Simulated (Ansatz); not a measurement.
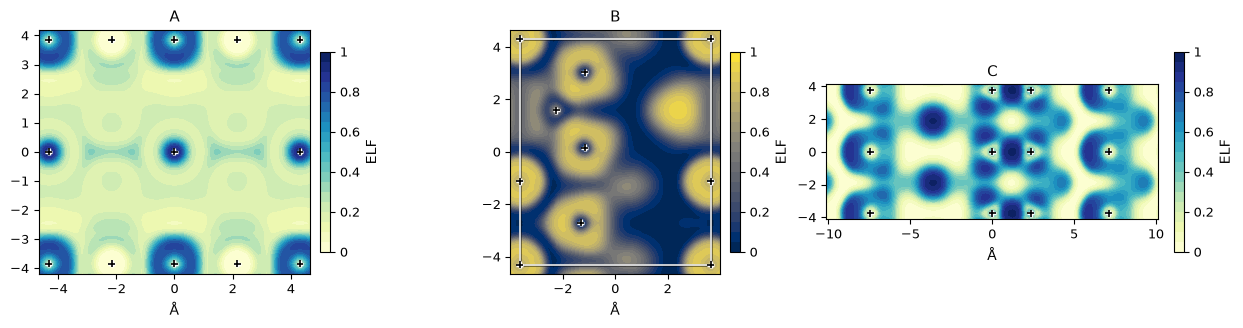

The ELF of 3 systems, each on a plane through atoms (crosses mark nuclei in the plane).

These are results of DFT PBE, scalar-relativistic, plane waves, PAW in Ansatz 0.2.0, not measurements.

System 1: Ca₂Si₃N₃, the (010) plane of the conventional cell. Space group R32; a generated structure, not necessarily the stable one; changed on purpose from its base cell (volume × 1.10, shape and atoms relaxed); computed pressure about −6 GPa in this cell; computed without spin polarisation.

```cif
data_structure
_symmetry_space_group_name_H-M 'P 1'
_symmetry_Int_Tables_number 1
_cell_length_a 7.2896
_cell_length_b 7.2896
_cell_length_c 8.6130
_cell_angle_alpha 90.000
_cell_angle_beta 90.000
_cell_angle_gamma 120.000
_cell_volume 396.36
loop_
_atom_site_label
_atom_site_type_symbol
_atom_site_fract_x
_atom_site_fract_y
_atom_site_fract_z
_atom_site_occupancy
Ca1 Ca 0.66667 0.33333 0.14833 1
Ca2 Ca 0.33333 0.66667 0.48167 1
Ca3 Ca 0.00000 0.00000 0.81500 1
Ca4 Ca 0.00000 0.00000 0.18500 1
Ca5 Ca 0.66667 0.33333 0.51833 1
Ca6 Ca 0.33333 0.66667 0.85167 1
Si1 Si 0.14099 0.47432 0.16667 1
Si2 Si 0.80765 0.80765 0.50000 1
Si3 Si 0.47432 0.14099 0.83333 1
Si4 Si 0.52568 0.66667 0.16667 1
Si5 Si 0.19235 0.00000 0.50000 1
Si6 Si 0.85901 0.33333 0.83333 1
Si7 Si 0.33333 0.85901 0.16667 1
Si8 Si 0.00000 0.19235 0.50000 1
Si9 Si 0.66667 0.52568 0.83333 1
N1 N 0.67953 0.67953 0.00000 1
N2 N 0.34619 0.01286 0.33333 1
N3 N 0.01286 0.34619 0.66667 1
N4 N 0.32047 0.00000 0.00000 1
N5 N 0.98714 0.33333 0.33333 1
N6 N 0.65381 0.66667 0.66667 1
N7 N 0.00000 0.32047 0.00000 1
N8 N 0.66667 0.65381 0.33333 1
N9 N 0.33333 0.98714 0.66667 1
```

System 2: Cu₅SnO₂, the (011̄) plane of the conventional cell. Space group P4/mmm; a generated structure, not necessarily the stable one; computed without spin polarisation.

```yaml
crystal:
  lattice:
    - [4.31571, 0.00000, 0.00000]
    - [0.00000, 4.31571, 0.00000]
    - [0.00000, 0.00000, 6.36677]
  atoms:
    - { symbol: Cu, position: [0.50000, 0.00000, 0.31400] }
    - { symbol: Cu, position: [0.50000, 0.00000, 0.68600] }
    - { symbol: Cu, position: [0.00000, 0.50000, 0.31400] }
    - { symbol: Cu, position: [0.00000, 0.50000, 0.68600] }
    - { symbol: Cu, position: [0.50000, 0.50000, 0.50000] }
    - { symbol: Sn, position: [0.00000, 0.00000, 0.00000] }
    - { symbol: O, position: [0.50000, 0.00000, 0.00000] }
    - { symbol: O, position: [0.00000, 0.50000, 0.00000] }
```

System 3: Si₃As₂, the (11̄0) plane of the conventional cell. Space group P-3m1; a generated structure, not necessarily the stable one.

```
Si As
1.0
     3.76374    0.00000    0.00000
    -1.88187    3.25949    0.00000
     0.00000    0.00000   19.59628
Si As
6 4
Direct
  0.00000 0.00000 0.06037
  0.33333 0.66667 0.10273
  0.33333 0.66667 0.22274
  0.00000 0.00000 0.93963
  0.66667 0.33333 0.89727
  0.66667 0.33333 0.77726
  0.33333 0.66667 0.72228
  0.66667 0.33333 0.27772
  0.33333 0.66667 0.46557
  0.66667 0.33333 0.53443
```

> Which map belongs to which system?

Panel A is system 2, Cu₅SnO₂: the plane holds Cu, Sn and O. Sn–O (2.16 Å): the ELF peaks at about 0.80 in the valence shell of O, 0.6 Å from its nucleus, and is about 0.20 at the midpoint (no shared electron pair shows on this line). Panel B is system 1, Ca₂Si₃N₃: the plane holds Ca, Si and N. Si–N (1.79 Å): the ELF peaks at about 0.85 between the atoms. Panel C is system 3, Si₃As₂: the plane holds Si and As. Si–Si (2.35 Å): the ELF peaks at about 0.95 between the atoms (a shared electron pair).
